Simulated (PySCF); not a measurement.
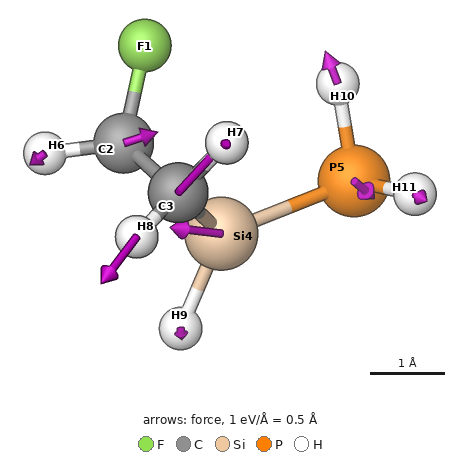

Starting geometry of C$_{2}$H$_{6}$FPSi with the computed forces as purple arrows. Style: ball-and-stick. Shown at a tilt.

The start comes from GFN2-xTB. Its atoms were then displaced at random by about 0.01 Å.

All numbers below come from PySCF 2.14.0, density-fitted response routines, PBE0-D3(BJ)/def2-SVP geometry optimisation, gas phase. 

Is this structure relaxed? If not, where do the atoms go?

It isn't relaxed: the largest force vector, on C3, is 2.47 eV/Å. The final displacements follow the starting forces only in part (cosine between the two patterns 0.34). After 5 geometry steps the energy has fallen by 3.86 kcal/mol. The atom that moves furthest after the best rigid fit is H10 (0.15 Å). Largest moves by element: H 0.15 Å, Si 0.07 Å, F 0.05 Å, C 0.05 Å, P 0.04 Å. Among the contacts that change: Si4–P5 2.190 → 2.246 Å, C3–H8 1.048 → 1.096 Å, P5–H10 1.386 → 1.429 Å, C3–Si4 1.915 → 1.875 Å. Among the angles between lasting bonds that change: C2–Si4–H9 113.1° → 118.5°, Si4–C2–H6 126.6° → 121.4°, C3–Si4–H9 113.3° → 118.5°.
